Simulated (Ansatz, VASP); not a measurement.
# Cross-check of RbBeI3 between VASP and Ansatz

Wanted: the spread between two codes on one cell, functional and k mesh. The cell is invented: As first built, before any earlier steps moved the atoms: it takes the RbEuCl3 structure with some of its atoms replaced by other elements, volume scaled by an estimate. It may not be a known or stable phase. The cell comes out of the VASP series on this material, whose earlier steps may have relaxed, scaled or displaced it; both programs get it as it stands.

Method: plane waves, with VASP 6.6.1 beside it; relaxation of cell and atoms at r2SCAN, in Ansatz 0.2.0.

### Step 1. Set-up

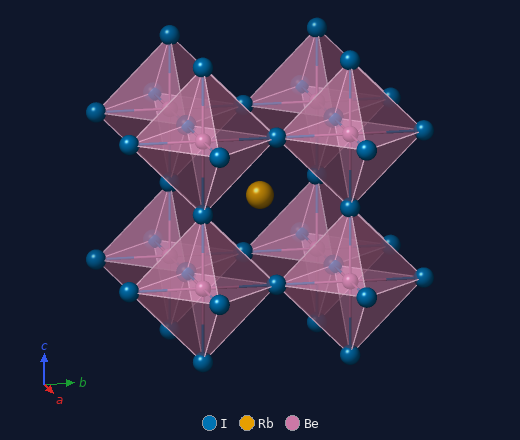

Start, viewed slightly off an axis; iodine blue, rubidium orange, beryllium pink. Some periodic images of atoms are drawn too.

### Step 2. Ansatz: relaxation of cell and atoms, r2SCAN

Ansatz runs on its default PAW (the set named soft_2) files.

The relaxed volume is the usual yardstick between codes: its relative difference is about their pressure difference at one cell divided by the bulk modulus.

File input.yaml:

```yaml
crystal:
  lattice:
    - [5.5474796309, 0.0, 0.0]
    - [0.0, 5.5474796309, 0.0]
    - [0.0, 0.0, 5.5474796309]
  atoms:
    - { symbol: I, position: [0.5, 0.0, 0.0] }
    - { symbol: I, position: [0.0, 0.5, 0.0] }
    - { symbol: I, position: [0.0, 0.0, 0.5] }
    - { symbol: Rb, position: [0.5, 0.5, 0.5] }
    - { symbol: Be, position: [0.0, 0.0, 0.0] }
hamiltonian:
  xc: r2scan
  pseudopotentials: { kind: paw }
kpoints:
  mp_grid: { grid: [4, 4, 4] }
scf:
  occupations: { method: fermi_dirac, width: 0.05 }
relax:
  f_tol: 0.01
  max_steps: 60
  cell: { stress_tol: 0.05 }
output:
  forces: true
  stress: true
  write_density: true
  write_potential: true
  elf: true
  volumetric_format: npy
```

On the command line:

```console
$ ansatz run input.yaml --threads 4 --pin off --max-ram 9216MiB --backend cpu --events-out ev --progress --plain --runs-dir out
```

Numbers of over 12 decimals in the logs are rounded to 6 here.

The program printed:

```text
Engine: ansatz 0.2.0, x86_64-unknown-linux-gnu
Pseudopotentials: kind: paw
Pseudopotential: I, paw, valence charge 17, recommended cutoff 500 eV (meta_gga), I.paw.azcp
Pseudopotential: Rb, paw, valence charge 9, recommended cutoff 500 eV (meta_gga), Rb.paw.azcp
Pseudopotential: Be, paw, valence charge 2, recommended cutoff 500 eV (meta_gga), Be.paw.azcp
Functional definition: r2SCAN
  parameter k0 = 0.174
  parameter k1 = 0.065
  parameter a1 = 4.9479
  exchange = r2scan_x(k0 = k0, k1 = k1, a1 = a1)
  correlation = r2scan_c
Crystal: 5 atoms, lattice volume = 170.721 Å³
Basis set: ecut = 500 eV, 4385 PW (Γ), exchange–correlation on 180×180×180 points (64 copies of the dense FFT grid, shifted against one another)
Bands: 38, of which v1, the nominal top of the filled ones, is band 31 counted from 1 (30 counted from 0)
Symmetry: 48 space group operations
Space group: Pm-3m (ITA 221), of the structure as read, at distance tolerance 5.5e-5 Å
k-points: 10 of 64
Non-local potential: I, projectors of the file, l = 0: 2, l = 1: 2, l = 2: 2, l = 3: 2
Non-local potential: Rb, projectors of the file, l = 0: 3, l = 1: 2, l = 2: 2
Non-local potential: Be, projectors of the file, l = 0: 2, l = 1: 2, l = 2: 1
PAW form: soft (Blöchl's): semilocal exchange-correlation on the pseudo side does not see the compensation charge
PAW frozen core: I, regenerated for the run's functional (the file was generated under x = pbe(κ = 0.804, μ = 0.219515), c = pbe(β = 0.066725))
PAW frozen core: Rb, regenerated for the run's functional (the file was generated under x = pbe(κ = 0.804, μ = 0.219515), c = pbe(β = 0.066725))
PAW frozen core: Be, regenerated for the run's functional (the file was generated under x = pbe(κ = 0.804, μ = 0.219515), c = pbe(β = 0.066725))
PAW one-centre angular grid: I, 590 points (default); XC on 160 Gauss nodes
PAW one-centre angular grid: Rb, 302 points (default); XC on 160 Gauss nodes
PAW one-centre angular grid: Be, 302 points (default); XC on 255 of its mesh's 2635 points in the sphere
Initial density: superposition of atomic densities (neutral atoms: chi_scale 0, normalization atom), corrected by the library's trained network
Initial wavefunctions: pseudopotential atomic-orbital guess
Functional: x = r2scan, c = r2scan; τ floored in thin density (d = 2e-4 eV/Å³)
SCF iter   1: F=—  HF=-25959.214433 eV  |F-HF|=—  |Δ(HF+E_count)|=         —  Δρ=3.17e-3  dr2=2.46e-2  dr2_τ=6.78e-3  ethr=1.77e-3  ⟨swp⟩=11.6  Hψ=1937  notcnv=0  defer=1
preconditioner: auto → Resta (q_TF=auto, 2.304 Å⁻¹)  ε∞=2.9  [insulator: Δε(μ)=1.134 eV  Ē_g=11.332 eV  σ=0.050 eV  W_gap=0.88  n_scr=32 (ndim 8)  ℏωp=15.6 eV  f_vac=0.034  D(μ)=0.57/eV (n_scr^D=0)  ε∞_Penn≈2.9]
SCF iter   2: F=—  HF=-25959.262528 eV  |F-HF|=—  |Δ(HF+E_count)|=   4.81e-2  Δρ=1.94e-3  dr2=1.10e-2  dr2_τ=1.25e-4  ethr=3.97e-5  ⟨swp⟩=2.6  Hψ=677  notcnv=0  defer=20
SCF iter   3: F=—  HF=-25959.261484 eV  |F-HF|=—  |Δ(HF+E_count)|=   1.04e-3  Δρ=4.92e-4  dr2=1.03e-3  dr2_τ=1.95e-5  ethr=1.77e-5  ⟨swp⟩=2.9  Hψ=569  notcnv=0  defer=20
SCF iter   4: F=—  HF=-25959.261319 eV  |F-HF|=—  |Δ(HF+E_count)|=   1.65e-4  Δρ=1.74e-4  dr2=9.27e-5  dr2_τ=1.54e-6  ethr=1.66e-6  ⟨swp⟩=2.0  Hψ=461  notcnv=0  defer=20
SCF iter   5: F=—  HF=-25959.261287 eV  |F-HF|=—  |Δ(HF+E_count)|=   3.15e-5  Δρ=5.63e-5  dr2=1.12e-5  dr2_τ=1.02e-7  ethr=1.50e-7  ⟨swp⟩=2.7  Hψ=520  notcnv=0  defer=20
SCF iter   6: F=—  HF=-25959.261287 eV  |F-HF|=—  |Δ(HF+E_count)|=   7.35e-7  Δρ=1.65e-5  dr2=1.07e-6  dr2_τ=2.63e-9  ethr=1.81e-8  ⟨swp⟩=2.0  Hψ=474  notcnv=0  defer=20
SCF iter   7: F=-25959.261286 eV  HF=-25959.261286 eV  |F-HF|=1.85e-9  |Δ(HF+E_count)|=   1.20e-7  Δρ=1.74e-6  dr2=7.07e-9  dr2_τ=8.61e-10  ethr=1.61e-10  ⟨swp⟩=8.9  Hψ=2733  notcnv=0
SCF 1 converged in 7 iterations: F = -25959.261286 eV  dr2 = 7.07e-9
  greatest PAW one-centre occupation: 0.999 electrons in one spin orbital (limit 2), on the I atom at site 1 (counted from 0), in its partial waves of l = 2
relax step   1: F+E_penalty+E_count = -25959.26128645 eV  Δ(F+E_penalty+E_count) = +0.000e0 eV  max|allowed force component| = 1.430e-29 eV/Å  Δτ_max = 0.0000 Å  P = -0.220 GPa  Ω = 170.721 Å³  (7 SCF iters, dr2 threshold 1.00e-7 eV, accepted)
[...]
relax step   2: F+E_penalty+E_count = -25959.26247626 eV  Δ(F+E_penalty+E_count) = -1.190e-3 eV  max|allowed force component| = 9.164e-30 eV/Å  Δτ_max = 0.0000 Å  P = -0.008 GPa  Ω = 169.321 Å³  energy of the carried Pulay correction = +1.893e-4 eV  (5 SCF iters, dr2 threshold 1.21e-7 eV, accepted)
[...]
relax step   3: F+E_penalty+E_count = -25959.26228247 eV  Δ(F+E_penalty+E_count) = +1.938e-4 eV  max|allowed force component| = 6.843e-30 eV/Å  Δτ_max = 0.0000 Å  P = -0.008 GPa  Ω = 169.321 Å³  stress off target by 7.96e-3 GPa  SCF on the basis re-selected at this cell (its energy is not comparable with the rows above)  (5 SCF iters)
basis re-selected at this cell: Δ(F+E_penalty+E_count) = +1.938e-4 eV, ΔP = -0.000 GPa vs the last step (what re-selecting the basis moved, of the pressure what is left beyond the Pulay correction that the steps carried, after the strain that the cell walked since its last selection, with what the two solves' SCF thresholds leave and, on support functions, any second-order correction that the steps lacked; it is no m [...]
SCF converged after 5 iterations
Free energy (F): -25959.262282 eV
Harris-Foulkes:  -25959.262282 eV  (|F-HF|=2.18e-11)
Internal energy: -25959.256814 eV  (E = F + TS)
E sigma→0 (E₀):  -25959.259548 eV
Entropy (-TS):   -0.005468 eV (-1.094 meV/atom)
Fermi energy:    5.349725 eV
--- Per-component energies (eV) ---
  E_band       = -1251.559638
  E_kinetic    = 775.441698
  E_local      = -6613.763197  (includes V_loc(G=0)·N_el)
  E_nonlocal   = -95.995121
  E_hartree    = 3280.941965
  E_xc         = -505.021272
  E_vxc        = -590.347735  (∫ρ·V_xc dr)
  E_paw        = -17212.098894  (= ΣΔE_a)
  E_vpaw       = -1322.236023  (= ΣTr[D̂ρ^β])
  E_aug_tail   = -0.000091  (compensation charges beyond the density's cutoff)
  E_vtau       = 33.456846  (kinetic-family band-sum trace: ∫τ·v_τ [+ j·A + Jᵃ·Aᵃ] dr)
  E_ewald      = -5588.822107
  E_core_change = 0.060205  (= ΣΔE_core)
  E_smearing   = -0.005468  (= −TS)
  E_closure    = -0.000000  (closes the sum)
  Σ components = -25959.262282   (vs F -25959.262282, Δ=0.00e0)
--- Forces (eV/Å), atoms counted from 1 ---
  atom   1  I     -0.00000000    -0.00000000     0.00000000
  atom   2  I     -0.00000000     0.00000000    -0.00000000
  atom   3  I     -0.00000000     0.00000000    -0.00000000
  atom   4  Rb    -0.00000000    -0.00000000     0.00000000
  atom   5  Be     0.00000000    -0.00000000    -0.00000000
  max |Σ_I F_I| component: 1.05e-29 eV/Å
--- Stress (GPa, compression-positive) ---
       -0.007956       0.000000       0.000000
        0.000000      -0.007956       0.000000
        0.000000       0.000000      -0.007956
  P = ⅓ Tr σ = -0.0080 GPa (-0.080 kbar)
--- Band table (eV; the first three rows and the last of 10) ---
  k-point 0: bands = [... 27 lower, 4.1265, 4.6281, 4.6281, 4.6281, 5.2163, 9.7375, 10.2872, 10.2872, ... 3 higher]
  k-point 1: bands = [... 27 lower, 3.9047, 3.9301, 4.4549, 4.4549, 6.3358, 10.5213, 10.7636, 11.0164, ... 3 higher]
  k-point 2: bands = [... 27 lower, 3.6188, 3.7547, 4.3528, 4.3528, 8.1151, 9.0631, 11.2857, 11.7512, ... 3 higher]
  k-point 9: bands = [... 27 lower, 4.4258, 5.2433, 5.2433, 5.2433, 8.5918, 8.5918, 8.5918, 9.7421, ... 3 higher]
--- Relaxed structure (2 steps of the walk, 2 accepted, 1 SCFs on fresh bases) ---
  F+E_penalty+E_count = -25959.26228247 eV   max|allowed force component| = 6.843e-30 eV/Å   (the final SCF, on the basis selected at the relaxed cell)
  cell:  # Å, volume = 169.3208 Å³
    - [5.532271, 0, 0.0]
    - [0, 5.532271, 0.0]
    - [0, 0.0, 5.532271]
  atoms:
    - { symbol: I, position: [0.5, 0, 0] }
    - { symbol: I, position: [0, 0.5, 0] }
    - { symbol: I, position: [0, 0, 0.5] }
    - { symbol: Rb, position: [0.5, 0.5, 0.5] }
    - { symbol: Be, position: [0, 0, 0] }
```

It took 5 s on 4 threads of Intel Xeon 6975P-C (Granite Rapids), shared host; peak memory 0.96 GiB.

### Step 3. VASP: relaxation of cell and atoms, r2SCAN

The same cell, functional, mesh and smearing now go to VASP, with its own data sets and cutoff.

Lines of VASP's logs that name or quote its potential files are left out, and so is its time.

File INCAR:

```
SYSTEM = RbBeI3
PREC = Accurate
ENCUT = 520
EDIFF = 1E-06
NELM = 100
ISMEAR = -1
SIGMA = 0.05
LREAL = .FALSE.
ALGO = Normal
METAGGA = R2SCAN
LASPH = .TRUE.
NBANDS = 22
LORBIT = 11
LWAVE = .FALSE.
LCHARG = .FALSE.
KPAR = 2
IBRION = 2
NSW = 60
ISIF = 3
EDIFFG = -0.01
```

File POSCAR:

```
RbBeI3
1.0
    5.5474796309      0.0000000000      0.0000000000
    0.0000000000      5.5474796309      0.0000000000
    0.0000000000      0.0000000000      5.5474796309
I Rb Be
3 1 1
Direct
    0.5000000000      0.0000000000      0.0000000000
    0.0000000000      0.5000000000      0.0000000000
    0.0000000000      0.0000000000      0.5000000000
    0.5000000000      0.5000000000      0.5000000000
    0.0000000000      0.0000000000      0.0000000000
```

File KPOINTS:

```
Automatic mesh
0
Gamma
4 4 4
0 0 0
```

PAW data sets: I, Rb_sv and Be (PBE family, release 64).

On the command line:

```console
$ mpirun -np 2 vasp_std
```

The program printed:

```text
[banner, memory and clock lines left out]
running    2 mpi-ranks, on    1 nodes
 distrk:  each k-point on    1 cores,    2 groups
 distr:  one band on    1 cores,    1 groups

 POSCAR found type information on POSCAR I RbBe
 POSCAR found :  3 types and       5 ions
|                                                                             |
|               ----> ADVICE to this user running VASP <----                  |
|                                                                             |
|     You enforced a specific xc type in the INCAR file but a different       |
|     [... a line on the potential file left out ...]
|     I HOPE YOU KNOW WHAT YOU ARE DOING!                                     |
|                                                                             |

 LDA part: xc-table for (None), standard interpolation
 POSCAR, INCAR and KPOINTS ok, starting setup
 FFT: planning ... GRIDC
 FFT: planning ... GRID_SOFT
 FFT: planning ... GRID
 WAVECAR not read
 entering main loop
       N       E                     dE             d eps       ncg     rms          rms(c)
DAV:   1     0.987500120592E+02    0.98750E+02   -0.13043E+04   440   0.123E+03
DAV:   2    -0.863181243554E+02   -0.18507E+03   -0.17730E+03   618   0.204E+02
DAV:   3    -0.102263072976E+03   -0.15945E+02   -0.15861E+02   628   0.655E+01
DAV:   4    -0.102731052906E+03   -0.46798E+00   -0.46704E+00   656   0.108E+01
DAV:   5    -0.102740882921E+03   -0.98300E-02   -0.98282E-02   570   0.131E+00    0.528E+00
DAV:   6    -0.957564112605E+02    0.69845E+01   -0.17586E+00   628   0.764E+00    0.416E+00
DAV:   7    -0.957658225581E+02   -0.94113E-02   -0.31815E-01   586   0.273E+00    0.161E+00
DAV:   8    -0.957746327918E+02   -0.88102E-02   -0.16731E-02   506   0.780E-01    0.469E-01
DAV:   9    -0.957759714463E+02   -0.13387E-02   -0.14891E-03   556   0.262E-01    0.111E-01
DAV:  10    -0.957761871091E+02   -0.21566E-03   -0.18805E-04   536   0.948E-02    0.366E-02
DAV:  11    -0.957762391060E+02   -0.51997E-04   -0.95123E-05   512   0.693E-02    0.881E-03
DAV:  12    -0.957762393928E+02   -0.28682E-06   -0.28666E-06   492   0.112E-02
   1 F= -.95776239E+02 E0= -.95773507E+02  d E =-.957762E+02
 curvature:   0.00 expect dE= 0.000E+00 dE for cont linesearch  0.000E+00
 trial: gam= 0.00000 g(F)=  0.000E+00 g(S)=  0.154E-02 ort = 0.000E+00 (trialstep = 0.100E+01)
 search vector abs. value=  0.154E-02
 bond charge predicted
       N       E                     dE             d eps       ncg     rms          rms(c)
DAV:   1    -0.957818867885E+02   -0.56477E-02   -0.11648E-01   470   0.158E+00    0.425E-01
DAV:   2    -0.957782845555E+02    0.36022E-02   -0.76143E-03   544   0.491E-01    0.182E-01
DAV:   3    -0.957771488768E+02    0.11357E-02   -0.36337E-03   494   0.271E-01    0.919E-02
DAV:   4    -0.957771628871E+02   -0.14010E-04   -0.14658E-04   610   0.641E-02    0.705E-02
DAV:   5    -0.957771725551E+02   -0.96680E-05   -0.51048E-05   694   0.362E-02    0.999E-03
DAV:   6    -0.957771749741E+02   -0.24190E-05   -0.11863E-06   392   0.663E-03    0.305E-03
DAV:   7    -0.957771754895E+02   -0.51539E-06   -0.31857E-07   310   0.349E-03
   2 F= -.95777175E+02 E0= -.95774444E+02  d E =-.936097E-03
 trial-energy change:   -0.000936  1 .order   -0.000921   -0.001542   -0.000300
 step:   1.2212(harm=  1.2411)  dis= 0.00000  next Energy=   -95.777209 (dE=-0.969E-03)
 reached required accuracy - stopping structural energy minimisation
```

(Part 1 of 2 ends here.)

[Lines on the potential files, build, host, timing and source positions are cut from VASP's logs without a mark.]

[Logs are printed without paths, hosts, clocks, repeated set-up lines and the standing remarks that a program may print on its own settings, such as how far it seeks lower states.]

[Hosts, paths, dates, database ids (printed as entryN), source tags and the programs' standing remarks are cut or masked in the printed files.]
